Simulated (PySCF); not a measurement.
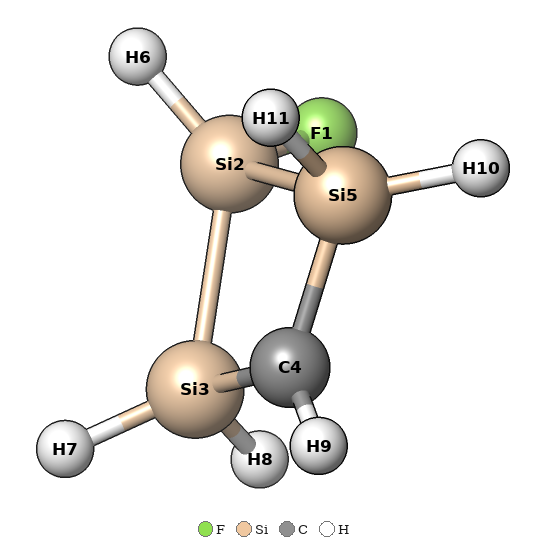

The species is neutral and a spin doublet. The computed structure is the end point of a GFN2-xTB optimisation. No frequency run is at hand to confirm it as a minimum. Method: UKS B3LYP, pcH-1 on C F H Si, non-relativistic (PySCF 2.14.0). Fermi-contact and spin-dipolar terms alone, no spin-orbit part.

> Which nucleus has the largest dipolar (anisotropic) hyperfine coupling?

13C at C4: principal values −68.3, −67.1, 135.3 MHz.

List the isotropic and dipolar parts for the most strongly coupled nuclei, one of each equivalent set.

```json
{"atom": "C4", "isotope": "13C", "a_iso (MHz)": "75.4", "dipolar part (MHz)": "−68.3, −67.1, 135.3"}
{"atom": "H9", "isotope": "1H", "a_iso (MHz)": "−50.8", "dipolar part (MHz)": "−32.6, −1.2, 33.8"}
{"atom": "F1", "isotope": "19F", "a_iso (MHz)": "−4.8", "dipolar part (MHz)": "−6.4, −1.7, 8.1"}
{"atom": "H7", "isotope": "1H", "a_iso (MHz)": "49.8", "dipolar part (MHz)": "−3.0, −1.6, 4.6"}
{"atom": "H11", "isotope": "1H", "a_iso (MHz)": "115.2", "dipolar part (MHz)": "−3.2, −1.4, 4.5"}
{"atom": "H8", "isotope": "1H", "a_iso (MHz)": "104.5", "dipolar part (MHz)": "−3.1, −1.4, 4.5"}
{"atom": "H10", "isotope": "1H", "a_iso (MHz)": "49.9", "dipolar part (MHz)": "−2.9, −1.6, 4.5"}
{"atom": "Si2", "isotope": "29Si", "a_iso (MHz)": "3.7", "dipolar part (MHz)": "−4.4, 0.8, 3.6"}
```

The geometry is semi-empirical. Around Si such bond lengths and angles can be off by a tenth of an ångström or more and by several degrees, and values that hang on the shape move with them.
